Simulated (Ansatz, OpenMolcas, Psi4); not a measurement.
**A ladder of methods for GaSiH4OF (SMILES [F][GaH][O][SiH3])**

GaSiH4OF has 8 atoms, charge 0, and is taken as a singlet. As SMILES, `[F][GaH][O][SiH3]`. The coordinates come from a PBE0-D4/def2-TZVP relaxation. This is one conformer, not always the lowest.

```xyz
8

F     0.8571    1.4720    1.8462
Ga    1.3239    1.2202    0.1775
O     0.3222    0.0248   -0.6440
Si   -0.9528   -0.9458   -0.2991
H     2.4931    1.9842   -0.4631
H    -1.2875   -1.7172   -1.5232
H    -0.6186   -1.8943    0.7969
H    -2.1373   -0.1438    0.1088
```

Quantity: the energy change with the O3–Si4 bond stretched from 1.639 to 1.885 Å, in eV. The values are calculated.

```csv
level,kind,program,value (eV),less CCSD(T)/6-31G*,CPU time (all runs)
SVWN5/6-31G* (spherical functions) (restricted),LDA,Ansatz,0.55,+0.05,9.2 s
revPBE/6-31G* (spherical functions) (restricted),GGA,Ansatz,0.39,-0.11,11 s
M06-L/6-31G* (spherical functions) (restricted),meta-GGA,OpenMolcas,0.57,+0.07,2 min
M06-2X/6-31G* (spherical functions) (restricted),hybrid meta-GGA,OpenMolcas,0.61,+0.11,90 s
r2SCAN0/6-31G* (spherical functions) (restricted),hybrid meta-GGA,Ansatz,0.63,+0.13,28 s
CAM-B3LYP/6-31G* (spherical functions) (restricted),range-separated hybrid,Ansatz,0.59,+0.09,17 s
RPA@PBE0/6-31G* (spherical functions) (restricted),RPA,Ansatz,0.48,-0.02,24 s
MP2/6-31G* (spherical functions) (restricted),perturbation theory,OpenMolcas,0.50,0.00,30 s
CCSD(T)/6-31G* (spherical functions) (restricted),coupled cluster or CI,OpenMolcas,0.50,0.00,3.6 min
CCSD/6-31G* (spherical functions) (restricted),coupled cluster or CI,Psi4,0.53,+0.03,65 s
```

Differences are taken from CCSD(T)/6-31G* (spherical functions) (restricted) for orientation; it has basis-set and higher-order errors of its own. All-electron rows without a relativistic Hamiltonian named are non-relativistic. The first shape isn't each level's own minimum. The values span 0.39 to 0.63 eV. In the correlated wave-function rows the outer d shell of Ga is correlated, in sets not made for it. Times are those of the runs behind each value, whatever else they computed, on shared processors of several kinds: orders of magnitude only.

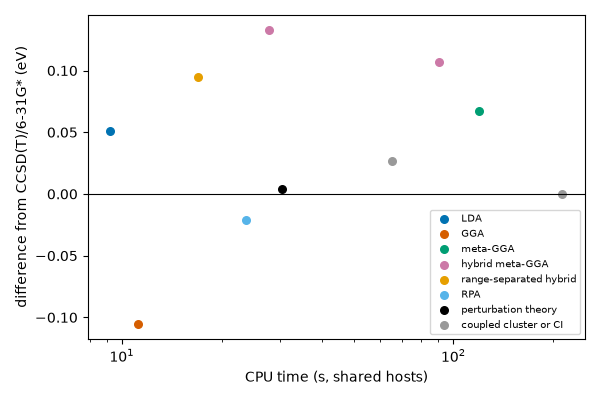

Difference from CCSD(T)/6-31G* against processor time, one point a level.
